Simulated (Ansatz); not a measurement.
# TiCl2O2 (quintet): the correlation ladder, def2-SVP

Aim: climb from Hartree-Fock through coupled cluster and multireference methods for TiCl2O2 (quintet) at one geometry and basis, and see what each rung misses.

Program: Ansatz 0.2.0, Gaussian basis. Level of theory: def2-SVP, core rule «outside noble gas», up to 21 orbitals frozen. These are calculated values, not measurements.

To be run: UHF; CCSD(T) on ROHF; CCSD(T) on UHF; CASSCF and NEVPT2, 12 electrons in 12 orbitals.

14 further runs of the same task are left out: 9 that didn't finish, 5 set aside as unsound or not needed.

### Step 1. What is computed

The geometry is a PBE0/def2-TZVP stationary point (not a proven minimum).

5 atoms, charge 0, spin multiplicity 5.

Atoms are counted from 1 here; the program's logs count them from 0.

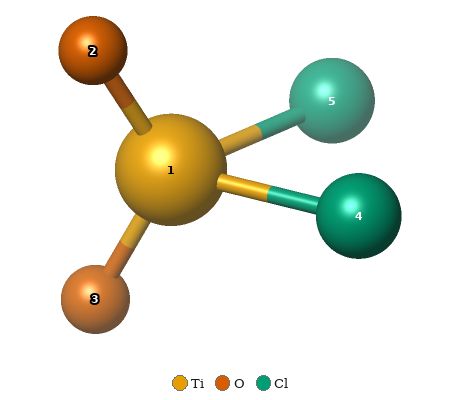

The structure; titanium amber, oxygen orange, chlorine teal; atoms are numbered from 1 in the order of the file.

In the tables R marks a restricted open-shell determinant and U an unrestricted one; 'frontier' is the active space of 12 electrons in 12 orbitals; energies count from the table's Hartree-Fock row.

### Step 2. UHF

Contents of in.yaml:

```yaml
crystal:
  periodic: [false, false, false]
  atoms:
    - {symbol: Ti, position_ang: [0.000000, 0.000000, 0.748806]}
    - {symbol: O, position_ang: [1.632733, 0.000000, 1.624229]}
    - {symbol: O, position_ang: [-1.632733, 0.000000, 1.624229]}
    - {symbol: Cl, position_ang: [0.000000, -1.300256, -1.238491]}
    - {symbol: Cl, position_ang: [0.000000, 1.300256, -1.238491]}
basis:
  gaussian: {orbitals: def2-SVP}
magnetization: {spin_polarized: true, initial_magnetization: 4}
hamiltonian: {xc: hf}
output: {orbitals: {seedname: orbitals}}
```

Command:

```
$ ansatz run in.yaml --threads 1 --pin off --events-out ev --progress --plain --max-ram 4096MiB --backend cpu
```

The program printed:

```text
Functional definition: HF
  name "HF"
  cite "Fock, Z. Phys. 61, 126 (1930) doi:10.1007/BF01340294"
  parent pbe
  exchange = exact_x
  correlation = 0
922 factors; integrals over basis functions are off by at most 9.6e-4 eV
mean field evaluation 1: about -52129.8587 eV, gradient 5.1e1 eV
mean field evaluation 2: about -52130.0458 eV, gradient 5.1e1 eV
mean field evaluation 4: about -52150.0294 eV, gradient 2.2e1 eV
mean field evaluation 8: about -52154.3931 eV, gradient 8.9e-1 eV
mean field evaluation 16: about -52154.5477 eV, gradient 1.7e-1 eV
mean field evaluation 32: about -52150.3480 eV, gradient 6.3e0 eV
mean field evaluation 64: about -52154.5228 eV, gradient 9.4e-2 eV
mean field evaluation 96: about -52154.5176 eV, gradient 8.9e-2 eV
mean field evaluation 128: about -52154.4528 eV, gradient 6.0e-1 eV
mean field evaluation 160: about -52153.7008 eV, gradient 1.0e0 eV
mean field evaluation 192: about -52154.5346 eV, gradient 7.7e-2 eV
mean field evaluation 224: about -52143.6782 eV, gradient 2.5e1 eV
mean field evaluation 256: about -52154.3709 eV, gradient 4.7e-1 eV
mean field evaluation 288: about -52147.3480 eV, gradient 7.3e0 eV
mean field evaluation 320: about -52150.1629 eV, gradient 2.4e0 eV
mean field evaluation 352: about -52154.1488 eV, gradient 1.5e0 eV
mean field evaluation 384: about -52154.5480 eV, gradient 3.8e-5 eV
mean field evaluation 416: about -52148.9187 eV, gradient 1.2e1 eV
mean field -52154.54804297 eV, -1916.6442889567 hartree, gradient 3.4e-6 eV, S^2 6.023735; 10 other end points of the search recorded, 0 dependent functions left out
reference -52154.54804297 eV, -1916.6442889567 hartree; 38, 34 occupied and 57, 61 virtual orbitals, 922 factors
Total energy: -52154.54804297 eV, -1916.6442889567 hartree
```

It took 49 s on 1 thread of AMD EPYC 7R13, shared host; peak memory 0.39 GiB.

From the report: ⟨S²⟩ of the determinant 6.024 (pure quintet: 6.00).

### Step 3. CCSD(T) on ROHF

in.yaml, as its differences from that of step 2:

```diff
@@ -10,4 +10,3 @@
   gaussian: {orbitals: def2-SVP}
-magnetization: {spin_polarized: true, initial_magnetization: 4}
-hamiltonian: {xc: hf}
-output: {orbitals: {seedname: orbitals}}
+magnetization: {spin_polarized: false, initial_magnetization: 4}
+correlation: {method: ccsd_t, electrons: outside_noble_gas}
```

Command:

```
$ ansatz run in.yaml --threads 2 --pin off --events-out ev --progress --plain --max-ram 24576MiB --backend cuda --devices 0, --max-vram 18GiB
```

The program printed (excerpt; [...] marks lines left out):

```text
Functional definition: HF
  name "HF"
  cite "Fock, Z. Phys. 61, 126 (1930) doi:10.1007/BF01340294"
  parent pbe
[...]
922 factors; integrals over basis functions are off by at most 9.6e-4 eV
[...]
mean field -52154.14377428 eV, -1916.6294323565 hartree, gradient 5.8e-6 eV, S^2 6.000000; 37 other end points of the search recorded, 0 dependent functions left out
[...]
determinant -52154.14377428 eV, -1916.6294323565 hartree, with singles and doubles -52172.67823288 eV, -1917.3105611468 hartree
determinant -52153.99657351 eV, -1916.6240228280 hartree, with singles and doubles -52172.48363057 eV, -1917.3034096440 hartree
determinant -52153.46252199 eV, -1916.6043967965 hartree, with singles and doubles -52171.86686823 eV, -1917.2807440460 hartree
determinant -52153.34616531 eV, -1916.6001207676 hartree, with singles and doubles -52171.78859904 eV, -1917.2778677063 hartree
[...]
determinant -52150.69683212 eV, -1916.5027595686 hartree, with singles and doubles -52169.42033351 eV, -1917.1908355534 hartree
determinant -52154.14377428 eV, -1916.6294323565 hartree, with singles and doubles -52172.69043821 eV, -1917.3110096844 hartree
determinant -52153.99657351 eV, -1916.6240228280 hartree, with singles and doubles -52172.49254576 eV, -1917.3037372709 hartree
[...]
21 core orbitals not correlated: weight in the atoms' cores, before any rotation towards them, 0.989 or more for the frozen orbitals, at most 0.009 for the correlated occupied ones
reference -52154.14377428 eV, -1916.6294323565 hartree; 17, 13 occupied and 57, 61 virtual orbitals, 922 factors
second order -17.02180941 eV of doubles, -0.24550868 eV of singles
cycle   1  -17.80623660 eV  change   -8.4e-1 eV  update   1.5e-1
[...]
cycle  21  -18.54665255 eV  change    5.0e-6 eV  update   3.5e-5
perturbative correction -0.59839535 eV, -0.0219906235 hartree
WARN: these amplitudes may be one of several solutions (largest doubles amplitude 0.03, level shift 0.73 eV)
Total energy: -52173.28882218 eV, -1917.3329998899 hartree
```

Run time: 30 s. Hardware: 1 × H100 (card shared with other runs) with 2 threads of AMD EPYC 7R13, shared host; peak host memory 0.99 GiB.

From the report: correlation -19.1450 eV; T1 0.027; largest double amplitude 0.03. The report flags that the cluster equations may have other roots.

### Step 4. CCSD(T) on UHF

in.yaml, as its differences from that of step 3:

```diff
@@ -10,3 +10,3 @@
   gaussian: {orbitals: def2-SVP}
-magnetization: {spin_polarized: false, initial_magnetization: 4}
+magnetization: {spin_polarized: true, initial_magnetization: 4}
 correlation: {method: ccsd_t, electrons: outside_noble_gas}
```

Launched as before.

The program printed (excerpt; [...] marks lines left out):

```text
Functional definition: HF
  name "HF"
  cite "Fock, Z. Phys. 61, 126 (1930) doi:10.1007/BF01340294"
  parent pbe
[...]
922 factors; integrals over basis functions are off by at most 9.6e-4 eV
[...]
mean field -52154.54804297 eV, -1916.6442889567 hartree, gradient 1.6e-6 eV, S^2 6.023735; 34 other end points of the search recorded, 0 dependent functions left out
determinant -52154.54804297 eV, -1916.6442889567 hartree, with singles and doubles -52172.72790165 eV, -1917.3123864404 hartree
determinant -52154.39558454 eV, -1916.6386862129 hartree, with singles and doubles -52172.52669884 eV, -1917.3049923737 hartree
determinant -52153.88160079 eV, -1916.6197976583 hartree, with singles and doubles -52171.92150820 eV, -1917.2827520279 hartree
determinant -52153.79163706 eV, -1916.6164915523 hartree, with singles and doubles -52171.83778255 eV, -1917.2796751669 hartree
[...]
determinant -52151.25466923 eV, -1916.5232597043 hartree, with singles and doubles -52169.75020084 eV, -1917.2029579539 hartree
determinant -52150.96106262 eV, -1916.5124698602 hartree, with singles and doubles -52171.55656937 eV, -1917.2693407733 hartree
determinant -52154.54804297 eV, -1916.6442889567 hartree, with singles and doubles -52172.73838453 eV, -1917.3127716792 hartree
determinant -52154.39558454 eV, -1916.6386862129 hartree, with singles and doubles -52172.53480193 eV, -1917.3052901568 hartree
21 core orbitals not correlated: weight in the atoms' cores, before any rotation towards them, 0.989 or more for the frozen orbitals, at most 0.009 for the correlated occupied ones
reference -52154.54804297 eV, -1916.6442889567 hartree; 17, 13 occupied and 57, 61 virtual orbitals, 922 factors
second order -16.82829484 eV of doubles, -0.00000000 eV of singles
cycle   1  -18.19034351 eV  change   -2.0e-6 eV  update   4.7e-6
perturbative correction -0.58800652 eV, -0.0216088412 hartree
Total energy: -52173.32639300 eV, -1917.3343805921 hartree
```

Wall time 25 s (1 × H100 (card shared with other runs) with 2 threads of AMD EPYC 7R13, shared host); peak host memory 1.1 GiB.

From the report: ⟨S²⟩ of the determinant 6.024 (pure quintet: 6.00); correlation -18.7784 eV; T1 0.026; largest double amplitude 0.03.

### Step 5. CASSCF and NEVPT2, 12 electrons in 12 orbitals

in.yaml, as its differences from that of step 4:

```diff
@@ -10,3 +10,3 @@
   gaussian: {orbitals: def2-SVP}
-magnetization: {spin_polarized: true, initial_magnetization: 4}
-correlation: {method: ccsd_t, electrons: outside_noble_gas}
+magnetization: {spin_polarized: false, initial_magnetization: 4}
+correlation: {method: sc_nevpt2, electrons: outside_noble_gas, active_space: {window: {electrons: 12, orbitals: 12}}}
```

Same command.

The program printed (excerpt; [...] marks lines left out):

```text
Functional definition: HF
  name "HF"
  cite "Fock, Z. Phys. 61, 126 (1930) doi:10.1007/BF01340294"
  parent pbe
[...]
922 factors; integrals over basis functions are off by at most 9.6e-4 eV
[...]
mean field -52154.14377428 eV, -1916.6294323565 hartree, gradient 5.8e-6 eV, S^2 6.000000; 21 other end points of the search recorded, 0 dependent functions left out
reference -52154.14377428 eV, -1916.6294323565 hartree; 38, 34 occupied and 57, 61 virtual orbitals, 922 factors
state -52157.04607203 eV, -1916.7360898314 hartree
state -52157.04607203 eV, -1916.7360898314 hartree; corrected -52171.23532296 eV, -1917.2575351854 hartree
Total energy: -52171.23532296 eV, -1917.2575351854 hartree
```

Wall time 4.4 min (1 × H100 (card shared with other runs) with 2 threads of AMD EPYC 7R13, shared host); peak host memory 0.77 GiB.

From the report: 61,325 determinants; active occupations 1.98, 1.97, 1.97, 1.97, 1.00, 1.00, 1.00, 1.00, 0.03, 0.03, 0.03, 0.02.

### Step 6. The ladder

No level here is safe as a reference; RCCSD(T) serves as a yardstick only. Rows without a time come out of other runs: HF, MP2 and CCSD of CCSD(T), CCSDT of CCSDT(Q), CASSCF and MRCISD of the multireference runs.

| method | energy from the lowest RHF (kJ/mol) | from RCCSD(T) (kJ/mol) | time |
| --- | --- | --- | --- |
| RHF | 0.0 | +1847.2 |  |
| UHF | -39.0 | +1808.2 |  |
| RMP2 | -1666.0 | +181.2 |  |
| UMP2 | -1662.7 | +184.5 |  |
| RCCSD | -1789.5 | +57.7 |  |
| UCCSD | -1794.1 | +53.1 |  |
| RCCSD(T) | -1847.2 | 0 | 30 s |
| UCCSD(T) | -1850.8 | -3.6 | 25 s |
| CASSCF frontier | -280.0 | +1567.2 |  |
| NEVPT2 frontier | -1649.1 | +198.1 | 4.4 min |

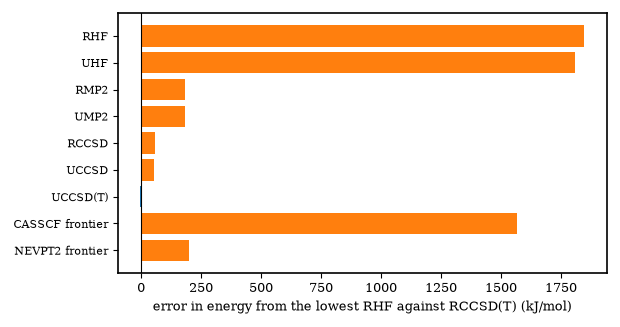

Deviations from RCCSD(T), method by method.

The program flags RCCSD(T) as in doubt (see the logs), so the zero of the table is itself unsure.

With the free atoms at the same levels and basis (separate runs), the atomisation energy is 11.980 eV at RCCSD(T), 11.944 eV at UCCSD(T), 7.736 eV at RHF.

### Step 7. Summary of results

```
                     quantity          value
RCCSD(T) below the RHF energy    -19.1450 eV
           RMP2 from RCCSD(T)  +181.2 kJ/mol
           UMP2 from RCCSD(T)  +184.5 kJ/mol
          RCCSD from RCCSD(T)   +57.7 kJ/mol
       UCCSD(T) from RCCSD(T)    -3.6 kJ/mol
NEVPT2 frontier from RCCSD(T)  +198.1 kJ/mol
                T1 diagnostic          0.027
```

In words: UCCSD(T) misses by -3.6 kJ/mol, 0.2 % of the correlation energy.
